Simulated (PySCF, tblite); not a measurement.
# Ga21N22H19: electronic excitations

What do calculations give for the electronic excitations of Ga21N22H19?

Programs: tblite 0.8.0 and PySCF 2.14.0, with routines of our own; each step states its level. All values are computed. Atoms count from 0.

### Step 1. The starting structure

62 atoms, charge 0, multiplicity 1; geometry from: force field, distance geometry or constructed start.

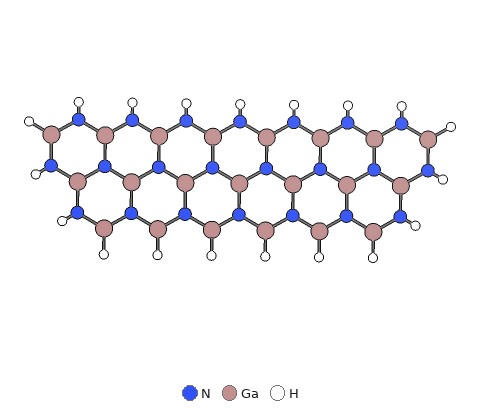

The starting geometry (nitrogen blue, gallium pink, hydrogen white); sticks join atoms by distance alone.

### Step 2. Relaxing the molecule with GFN2-xTB

Job settings and geometry (Å):

```
{"job": {"kind": "relax", "xc": "GFN2-xTB", "basis": "xTB"}, "charge": 0, "multiplicity": 1}
N     -6.403700     2.433700    -0.001600
Ga    -8.013900     3.363100    -0.006900
N     -9.607700     2.433200     0.001000
Ga    -9.613600     0.589900    -0.006200
N     -8.011700    -0.340700     0.003400
Ga    -6.411900     0.585000    -0.002600
N      4.806500    -0.337800    -0.003300
Ga     3.207700     0.588200     0.001500
N      1.604800    -0.341600    -0.000400
Ga     1.599300    -2.190300     0.001600
N      3.202200    -3.115700    -0.002100
Ga     4.803900    -2.191500    -0.000000
N     -0.003400     2.436200     0.005000
Ga    -1.599900     3.359900    -0.002700
N     -3.206500     2.440600     0.000200
Ga    -3.206200     0.586100     0.006300
N     -1.601700    -0.337600     0.000900
Ga    -0.001100     0.582100    -0.001000
N    -11.215600    -0.337700     0.002500
Ga   -11.212200    -2.188600     0.002700
N     -9.615200    -3.110700     0.001500
Ga    -8.011600    -2.188000    -0.000200
N      3.207700     2.440100     0.006600
Ga     1.597900     3.356200    -0.001500
Ga    -4.805900     3.363100     0.000900
N     -4.812500    -0.340400     0.002500
Ga    -4.805700    -2.187200    -0.000700
N     -3.204900    -3.113900     0.001200
Ga    -1.601500    -2.189100    -0.002000
N      9.614000     2.435900     0.003400
Ga     8.014300     3.361100    -0.001100
N      6.406700     2.436800     0.000200
Ga     6.407600     0.585600    -0.001900
N      8.012800    -0.340800     0.003700
Ga     9.614100     0.587300    -0.003300
N      0.000500    -3.112300    -0.002900
N      6.407800    -3.114400    -0.004100
Ga     8.011600    -2.187000    -0.002600
N     11.216100    -0.343400    -0.000100
N      9.608100    -3.111100     0.001200
Ga    11.214900    -2.191800     0.003800
N     -6.402700    -3.120100     0.003700
Ga     4.811300     3.361500    -0.003600
H     -8.008100     4.910000    -0.001800
H    -10.517200     2.957200     0.002400
H      3.202400    -4.152900    -0.003400
H     -1.599700     4.910600    -0.000600
H    -12.116000     0.183100     0.002300
H    -12.555800    -2.964100     0.000200
H     -9.611000    -4.153800     0.002000
H      1.601200     4.903200     0.003100
H     -4.799800     4.911800    -0.000300
H     -3.204700    -4.154900     0.000100
H     10.510100     2.953900    -0.003000
H      8.011400     4.909600     0.001500
H     -0.000500    -4.151500     0.000600
H      6.415200    -4.160200    -0.001900
H     12.118400     0.188100    -0.000700
H      9.613000    -4.155200     0.004000
H     12.556500    -2.962500    -0.001000
H     -6.412400    -4.153600     0.001500
H      4.810300     4.910200    -0.001900
```

Launch:

```console
> OMP_NUM_THREADS=8 python large_run.py task.json out
```

One launch serves the whole session: the jobs run in the order shown.

Log:

```text
step      E/eV     max force
  0   -2707.25187    1.138
  1   -2707.37675    0.256
  2   -2707.39351    0.242
  3   -2707.41549    0.137
  4   -2707.42244    0.163
  5   -2707.43678    0.153
  6   -2707.44272    0.124
  7   -2707.44849    0.131
  8   -2707.45258    0.110
  9   -2707.45580    0.089
 10   -2707.45768    0.084
 11   -2707.45894    0.058
 12   -2707.45981    0.046
 13   -2707.46043    0.035
 14   -2707.46082    0.029
 15   -2707.46103    0.020
 16   -2707.46115    0.019
```

Run time: 7 s. Hardware: 8 threads of Intel Xeon 6975P-C, shared host; peak memory 0.14 GiB.

Relaxation path:

```csv
step,energy from step 0 (eV),largest force (eV/Å)
0,0.0000,1.1373
1,-0.1249,0.2556
2,-0.1416,0.2420
3,-0.1636,0.1372
4,-0.1706,0.1633
5,-0.1849,0.1531
6,-0.1908,0.1243
7,-0.1966,0.1310
8,-0.2007,0.1100
9,-0.2039,0.0887
10,-0.2058,0.0846
11,-0.2071,0.0572
12,-0.2079,0.0465
13,-0.2086,0.0347
14,-0.2089,0.0287
15,-0.2092,0.0198
16,-0.2093,0.0192
```

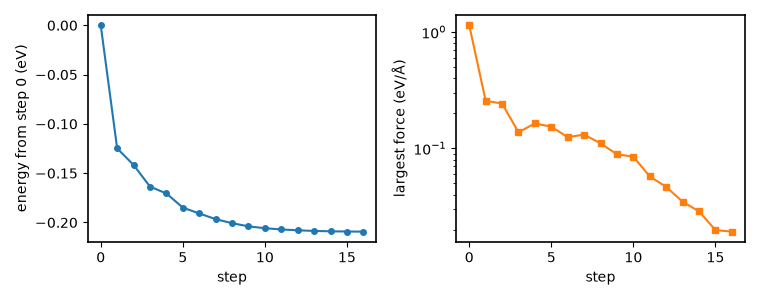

Energy and force, step by step.

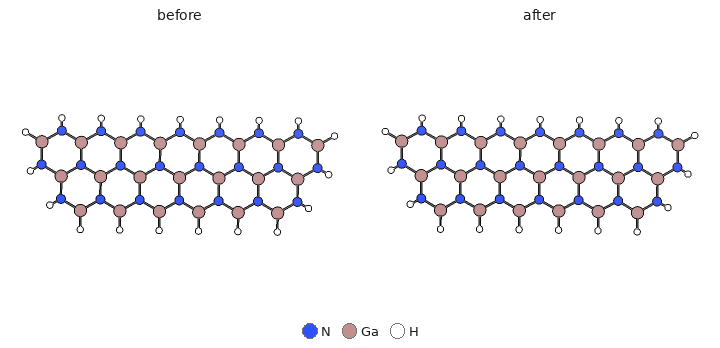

Before and after, at one scale.

Distances of close pairs at the start and the end, largest changes first:

```csv
bond,before (Å),after (Å),change (Å)
N2–H44,1.050,1.016,-0.033
N36–H56,1.046,1.015,-0.031
N38–H57,1.047,1.017,-0.030
N39–H58,1.044,1.017,-0.027
N20–H49,1.043,1.017,-0.026
N27–H52,1.041,1.015,-0.026
N35–H55,1.039,1.015,-0.025
N18–H47,1.040,1.017,-0.023
```

The next job starts from the end point, and lists it.

### Step 3. Electronic excitations: TDDFT PBE/def2-SVP

Job settings and geometry (Å):

```
{"job": {"kind": "uv", "basis": "def2-SVP", "grid": 1, "kgrid": 0, "vcut": null, "nstates": 6, "ntriplets": 2, "tda": false, "delta": ["ip_vertical"], "pop": true, "xc": "PBE"}, "charge": 0, "multiplicity": 1}
N     -6.419062     2.427568    -0.003187
Ga    -8.003195     3.374418    -0.001804
N     -9.582083     2.437919    -0.001287
Ga    -9.608833     0.583188     0.000559
N     -8.008464    -0.337792    -0.000084
Ga    -6.408154     0.578905     0.000080
N      4.807421    -0.338711    -0.002636
Ga     3.204052     0.566030     0.000596
N      1.601878    -0.341255     0.000042
Ga     1.598707    -2.180458    -0.001043
N      3.198490    -3.087917    -0.000166
Ga     4.796911    -2.178987    -0.002202
N      0.000389     2.415011     0.002053
Ga    -1.604275     3.311778     0.000668
N     -3.207755     2.414233     0.000824
Ga    -3.203658     0.566393     0.000750
N     -1.601977    -0.341265     0.000940
Ga    -0.000189     0.566419     0.001407
N    -11.198352    -0.363837     0.001139
Ga   -11.233529    -2.200615     0.001349
N     -9.622212    -3.079689     0.000618
Ga    -8.004239    -2.182637     0.001360
N      3.208727     2.413962     0.003871
Ga     1.605230     3.311681     0.002457
Ga    -4.810230     3.317352    -0.000705
N     -4.807489    -0.337893     0.002162
Ga    -4.797049    -2.178070     0.001648
N     -3.199005    -3.087799     0.001097
Ga    -1.599235    -2.180373     0.000251
N      9.583040     2.437072     0.001768
Ga     8.004005     3.373199    -0.000032
N      6.419995     2.426320    -0.002136
Ga     6.408263     0.577699    -0.000418
N      8.008998    -0.338376     0.001870
Ga     9.609266     0.582511     0.000383
N     -0.000308    -3.089099    -0.003866
N      6.399001    -3.084983    -0.004832
Ga     8.004380    -2.183209     0.000213
N     11.198681    -0.364562    -0.001116
N      9.622398    -3.080272     0.001321
Ga    11.234014    -2.201216     0.000685
N     -6.398881    -3.084286     0.003080
Ga     4.811658     3.316578    -0.000188
H     -7.991185     4.923417    -0.003211
H    -10.475676     2.922036     0.000756
H      3.196903    -4.102517    -0.003193
H     -1.604582     4.870603    -0.001541
H    -12.065688     0.166955     0.001691
H    -12.573198    -2.975150     0.001026
H     -9.593595    -4.095925     0.002324
H      1.605111     4.870348     0.001856
H     -4.811041     4.878128    -0.000083
H     -3.198315    -4.102431    -0.000509
H     10.476784     2.920870    -0.002816
H      7.992941     4.922391     0.000986
H     -0.000220    -4.103713     0.001045
H      6.395262    -4.099854    -0.001551
H     12.065939     0.166319    -0.000256
H      9.593848    -4.096551     0.003485
H     12.573475    -2.975614     0.000440
H     -6.395036    -4.099145     0.001005
H      4.814912     4.877408    -0.002804
```

Method: TDDFT PBE/def2-SVP, vertical, gas phase, core orbitals frozen in the response.

Log:

```text
start: PBE on a coarse grid of 293423 points
cycle   1  E = -41623.0158871757  dE = -3.451e+00  |g| = 4.055e+00  |ddm| = 1.115e+01
cycle   2  E = -41610.7359928880  dE =  1.228e+01  |g| = 8.197e+00  |ddm| = 1.038e+01
cycle   3  E = -41625.0468007642  dE = -1.431e+01  |g| = 1.440e+00  |ddm| = 8.723e+00
cycle   4  E = -41625.5732111305  dE = -5.264e-01  |g| = 3.043e-01  |ddm| = 1.597e+00
cycle   5  E = -41625.5573759598  dE =  1.584e-02  |g| = 3.612e-01  |ddm| = 6.432e-01
cycle   6  E = -41625.5918124746  dE = -3.444e-02  |g| = 5.312e-02  |ddm| = 3.639e-01
cycle   7  E = -41625.5926309376  dE = -8.185e-04  |g| = 2.301e-02  |ddm| = 8.345e-02
cycle   8  E = -41625.5927336210  dE = -1.027e-04  |g| = 1.012e-02  |ddm| = 2.596e-02
cycle   9  E = -41625.5927584222  dE = -2.480e-05  |g| = 3.880e-03  |ddm| = 1.163e-02
final grid: 293423 points
cycle  10  E = -41625.5927281023  dE =  3.032e-05  |g| = 1.018e-02  |ddm| = 1.320e-02
cycle  11  E = -41625.5925336922  dE =  1.944e-04  |g| = 3.019e-02  |ddm| = 3.577e-02
cycle  12  E = -41625.5927607770  dE = -2.271e-04  |g| = 2.943e-03  |ddm| = 2.692e-02
cycle  13  E = -41625.5927650556  dE = -4.279e-06  |g| = 5.820e-04  |ddm| = 2.783e-03
cycle  14  E = -41625.5927619530  dE =  3.103e-06  |g| = 1.046e-04  |ddm| = 5.711e-04
cycle  15  E = -41625.5927507042  dE =  1.125e-05  |g| = 2.932e-05  |ddm| = 1.116e-04
cycle  16  E = -41625.5927495003  dE =  1.204e-06  |g| = 6.695e-06  |ddm| = 3.067e-05
converged SCF energy = -41625.5927495003

Static polarisability (au): isotropic 763.365, principal 348.734 751.130 1190.229

Singlet excitations
state   eV       nm        f      main configurations
  1   3.2716    379.0   0.00000   H->L 0.99
  2   3.2977    376.0   0.00000   H-1->L 1.00
  3   3.3834    366.4   0.00000   H-2->L 0.99
  4   3.5215    352.1   0.00000   H-3->L 0.98
  5   3.6003    344.4   0.00000   H->L+1 0.98
  6   3.6313    341.4   0.00000   H-1->L+1 0.92

Triplet excitations (Tamm-Dancoff, eV): 3.2260 3.2608
```

It took 82 s on 8 threads of Intel Xeon 6975P-C, shared host; peak memory 4.8 GiB.

Warnings kept with the result: ip_vertical: open-shell SCF did not converge.

The orbitals next to the gap, with their largest atomic shares:

```csv
orbital,eV,atoms
HOMO−4,-5.60,"N12 10 %, N2 8 %, N29 8 %"
HOMO−3,-5.48,"N10 10 %, N27 10 %, N29 10 %"
HOMO−2,-5.35,"N35 10 %, N20 9 %, N39 8 %"
HOMO−1,-5.26,"N41 12 %, N36 12 %, N39 8 %"
HOMO,-5.23,"N35 17 %, N10 15 %, N27 15 %"
LUMO,-1.98,"Ga17 6 %, Ga15 6 %, Ga7 6 %"
LUMO+1,-1.65,"Ga5 6 %, Ga32 6 %, Ga21 4 %"
LUMO+2,-1.23,"Ga17 6 %, Ga3 6 %, Ga34 6 %"
LUMO+3,-0.97,"Ga23 26 %, Ga13 26 %, Ga24 15 %"
```

Further results of this job:

```csv
property,computed
dipole moment (D),5.11
polarisability (Å³),113.12
HOMO–LUMO gap (eV),3.25
−ε(HOMO) (eV),5.23
```

### Step 4. What came out

| quantity | value |
| --- | --- |
| lowest singlet (PBE/def2-SVP) | 3.27 eV (379 nm), f = 0.000 |
| lowest triplet | 3.23 eV |

**Reading.** The lowest singlet, at 3.27 eV, is HOMO→LUMO 0.99 and is dark. The lowest triplet lies 0.05 eV below the lowest singlet (triplets in Tamm-Dancoff, singlets in full TDDFT).
